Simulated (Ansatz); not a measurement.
# C₂H₅AlFGa: how energies converge with the basis set

Aim: see how fast density functionals converge with the basis set for C₂H₅AlFGa.

The runs use Ansatz 0.2.0, Gaussian basis; one geometry, several basis sets.

Plan: PBE0-D4/def2-SVP; ωB97M-V/def2-SVP; PBE0-D4/def2-QZVPP; ωB97M-V/def2-QZVPP; the functionals' def2-TZVPP values are taken from earlier runs.

### 1 The geometry

The geometry comes from an earlier relaxation with PBE0-D4 in a triple-zeta def2 set; it is a stationary point, not always the lowest conformer.

SMILES `F/[C]([GaH2])=[CH]/[AlH2]`, 10 atoms, charge 0, spin multiplicity 1.

Atoms are counted from 1 here; the program's logs count them from 0.

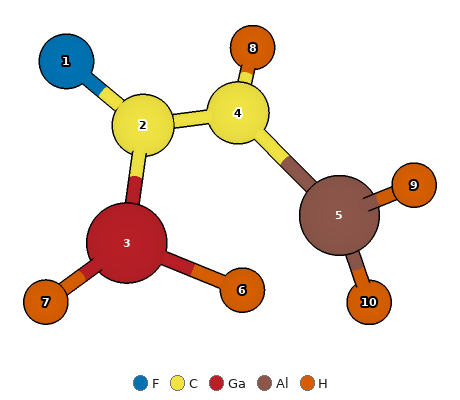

The geometry (fluorine blue, carbon yellow, gallium red, aluminium brown, hydrogen orange); atoms are numbered from 1 in the order of the file.

### 2 PBE0-D4 in def2-SVP

in.yaml

```yaml
crystal:
  periodic: [false, false, false]
  atoms:
    - {symbol: F, position_ang: [0.192444, -2.712830, 0.244996]}
    - {symbol: C, position_ang: [0.120774, -1.367904, 0.130948]}
    - {symbol: Ga, position_ang: [1.607346, -0.188542, 0.469147]}
    - {symbol: C, position_ang: [-0.993972, -0.728711, -0.231537]}
    - {symbol: Al, position_ang: [-0.886846, 1.250604, -0.338318]}
    - {symbol: H, position_ang: [0.948625, 1.289811, 0.183370]}
    - {symbol: H, position_ang: [3.099359, -0.194979, 0.887831]}
    - {symbol: H, position_ang: [-1.875868, -1.339436, -0.440755]}
    - {symbol: H, position_ang: [-1.485591, 2.088256, 0.873638]}
    - {symbol: H, position_ang: [-0.726261, 1.903730, -1.779331]}
basis:
  gaussian: {orbitals: def2-SVP}
hamiltonian: {xc: pbe0, dispersion: d4}
output: {orbitals: {seedname: orbitals}}
```

Run with:

```sh
$ ansatz run in.yaml --threads 4 --pin off --events-out ev --progress --plain --max-ram 10444MiB
```

Output:

```text
Functional definition: PBE0
  name "PBE0"
  cite "Adamo & Barone, J. Chem. Phys. 110, 6158 (1999) doi:10.1063/1.478522"
  cite "Perdew, Burke & Ernzerhof, Phys. Rev. Lett. 77, 3865 (1996) doi:10.1103/PhysRevLett.77.3865"
  parent pbe
  parameter a = 0.25
  parameter kappa = 0.804
  parameter beta = 0.06672455060314922
  exchange = (1 - a)*pbe_x(kappa = kappa, mu = beta*pi^2/3) + a*exact_x
  correlation = pbe_c(beta = beta)
1159 factors; integrals over basis functions are off by at most 1.4e-3 eV
mean field evaluation 1: about -63812.3793 eV, gradient 4.8e1 eV
mean field evaluation 2: about -63801.3951 eV, gradient 7.5e1 eV
mean field evaluation 4: about -63817.8226 eV, gradient 4.6e0 eV
mean field evaluation 8: about -63817.9760 eV, gradient 4.9e-1 eV
mean field evaluation 16: about -63817.9768 eV, gradient 4.7e-5 eV
mean field -63817.97677434 eV, -2345.2673890788 hartree, gradient 5.0e-5 eV, S^2 0.000000; 0 other end points of the search recorded, 0 dependent functions left out
reference -63817.97680844 eV, -2345.2673903318 hartree; 35, 35 occupied and 82, 82 virtual orbitals, 1159 factors
Total energy: -63818.18618533 eV, -2345.2750847907 hartree
```

Wall time 0.8 s (4 threads of Intel Xeon 6975P-C, shared host).

### 3 ωB97M-V in def2-SVP

Changes to in.yaml since step 2:

```diff
@@ -15,3 +15,3 @@
   gaussian: {orbitals: def2-SVP}
-hamiltonian: {xc: pbe0, dispersion: d4}
+hamiltonian: {xc: {name: wB97M-V}}
 output: {orbitals: {seedname: orbitals}}
```

Same command.

Output, cut to the lines that bear on the results:

```text
Functional definition: wB97M-V
  name "wB97M-V"
  cite "Mardirossian & Head-Gordon, J. Chem. Phys. 144, 214110 (2016) doi:10.1063/1.4952647"
  cite "Becke, J. Chem. Phys. 107, 8554 (1997) doi:10.1063/1.475007"
  cite "Vydrov & Van Voorhis, J. Chem. Phys. 133, 244103 (2010) doi:10.1063/1.3521275"
  # Of w^i u^j: cxij and so on, Table III.
[...]
  gx(w, u) = 1 - cx + cx01*u + cx10*w
  gss(w, u) = css00 + css04*u^4 + css10*w + css20*w^2 + css43*w^4*u^3
  gos(w, u) = cos00 + cos10*w + (cos20 + cos21*u)*w^2 + (cos60 + cos61*u)*w^6
[...]
      + integral(e_c_pw_mod_opposite_spin*gos(b97_w_opposite, b97_u_opposite)) + vv10(b, c)
1159 factors; integrals over basis functions are off by at most 1.4e-3 eV
327 factors; integrals over basis functions are off by at most 7.9e-6 eV
[...]
mean field -63828.06892802 eV, -2345.6382688857 hartree, gradient 5.0e-5 eV, S^2 0.000000; 0 other end points of the search recorded, 0 dependent functions left out
reference -63828.06898329 eV, -2345.6382709169 hartree; 35, 35 occupied and 82, 82 virtual orbitals, 1159 factors
Total energy: -63828.06898329 eV, -2345.6382709169 hartree
```

It took 2.6 s on 4 threads of Intel Xeon 6975P-C, shared host.

### 4 PBE0-D4 in def2-QZVPP

Changes to in.yaml since step 3:

```diff
@@ -14,4 +14,4 @@
 basis:
-  gaussian: {orbitals: def2-SVP}
-hamiltonian: {xc: {name: wB97M-V}}
+  gaussian: {orbitals: "def2-QZVPP.json"}
+hamiltonian: {xc: pbe0, dispersion: d4}
 output: {orbitals: {seedname: orbitals}}
```

Launched as before.

Output:

```text
Functional definition: PBE0
  name "PBE0"
  cite "Adamo & Barone, J. Chem. Phys. 110, 6158 (1999) doi:10.1063/1.478522"
  cite "Perdew, Burke & Ernzerhof, Phys. Rev. Lett. 77, 3865 (1996) doi:10.1103/PhysRevLett.77.3865"
  parent pbe
  parameter a = 0.25
  parameter kappa = 0.804
  parameter beta = 0.06672455060314922
  exchange = (1 - a)*pbe_x(kappa = kappa, mu = beta*pi^2/3) + a*exact_x
  correlation = pbe_c(beta = beta)
1828 factors; their error is unknown
mean field evaluation 1: about -63826.1938 eV, gradient 6.1e1 eV
mean field evaluation 2: about -63804.3044 eV, gradient 1.0e2 eV
mean field evaluation 4: about -63834.0365 eV, gradient 8.3e0 eV
mean field evaluation 8: about -63834.1829 eV, gradient 3.2e-1 eV
mean field evaluation 16: about -63834.3415 eV, gradient 2.5e-4 eV
mean field -63834.34151411 eV, -2345.8687821730 hartree, gradient 3.8e-5 eV, S^2 0.000000; 0 other end points of the search recorded, 0 dependent functions left out
reference -63834.34156294 eV, -2345.8687839671 hartree; 35, 35 occupied and 445, 445 virtual orbitals, 1828 factors
Total energy: -63834.55093983 eV, -2345.8764784259 hartree
```

Wall time 6 s (4 threads of Intel Xeon 6975P-C, shared host); peak memory 2.1 GiB.

### 5 ωB97M-V in def2-QZVPP

Changes to in.yaml since step 4:

```diff
@@ -15,3 +15,3 @@
   gaussian: {orbitals: "def2-QZVPP.json"}
-hamiltonian: {xc: pbe0, dispersion: d4}
+hamiltonian: {xc: {name: wB97M-V}}
 output: {orbitals: {seedname: orbitals}}
```

Launched as before.

Output, cut to the lines that bear on the results:

```text
Functional definition: wB97M-V
  name "wB97M-V"
  cite "Mardirossian & Head-Gordon, J. Chem. Phys. 144, 214110 (2016) doi:10.1063/1.4952647"
  cite "Becke, J. Chem. Phys. 107, 8554 (1997) doi:10.1063/1.475007"
  cite "Vydrov & Van Voorhis, J. Chem. Phys. 133, 244103 (2010) doi:10.1063/1.3521275"
  # Of w^i u^j: cxij and so on, Table III.
[...]
  gx(w, u) = 1 - cx + cx01*u + cx10*w
  gss(w, u) = css00 + css04*u^4 + css10*w + css20*w^2 + css43*w^4*u^3
  gos(w, u) = cos00 + cos10*w + (cos20 + cos21*u)*w^2 + (cos60 + cos61*u)*w^6
[...]
      + integral(e_c_pw_mod_opposite_spin*gos(b97_w_opposite, b97_u_opposite)) + vv10(b, c)
1780 factors; their error is unknown
405 factors; integrals over basis functions are off by at most 1.1e-5 eV
[...]
mean field -63844.52708214 eV, -2346.2430948939 hartree, gradient 8.3e-6 eV, S^2 0.000000; 0 other end points of the search recorded, 0 dependent functions left out
reference -63844.52716128 eV, -2346.2430978021 hartree; 35, 35 occupied and 445, 445 virtual orbitals, 1780 factors
Total energy: -63844.52716128 eV, -2346.2430978021 hartree
```

It took 12 s on 4 threads of Intel Xeon 6975P-C, shared host; peak memory 2.5 GiB.

### 6 Functionals by basis

The def2-TZVPP values come from earlier runs at the same geometry.

| functional | basis | functions | energy (eV) | from the largest (eV) | HOMO (eV) | LUMO (eV) |
| --- | --- | --- | --- | --- | --- | --- |
| PBE0-D4 | def2-SVP | 117 | -63818.1862 | 16.365 | -7.53 | -2.43 |
| PBE0-D4 | def2-TZVPP | 253 | -63832.8983 | 1.653 | -7.58 | -2.45 |
| PBE0-D4 | def2-QZVPP | 480 | -63834.5509 | 0.000 | -7.59 | -2.47 |
| ωB97M-V | def2-SVP | 117 | -63828.0690 | 16.458 | -9.64 | -0.67 |
| ωB97M-V | def2-TZVPP | 253 | -63842.9317 | 1.595 | -9.74 | -0.71 |
| ωB97M-V | def2-QZVPP | 480 | -63844.5272 | 0.000 | -9.76 | -0.80 |

### 7 Summary of results

| quantity | value |
| --- | --- |
| PBE0-D4: double and triple zeta above quadruple | 16.36, 1.65 eV |
| ωB97M-V: double and triple zeta above quadruple | 16.46, 1.60 eV |

What this shows: PBE0-D4 gains 14.71 eV from double to triple zeta, then 1.65 eV more. These are total energies; as a rule much of such shifts cancels in differences, which this series doesn't test.

For PBE0-D4 the largest set took about 8 times as long as the smallest (6 s against 0.8 s).
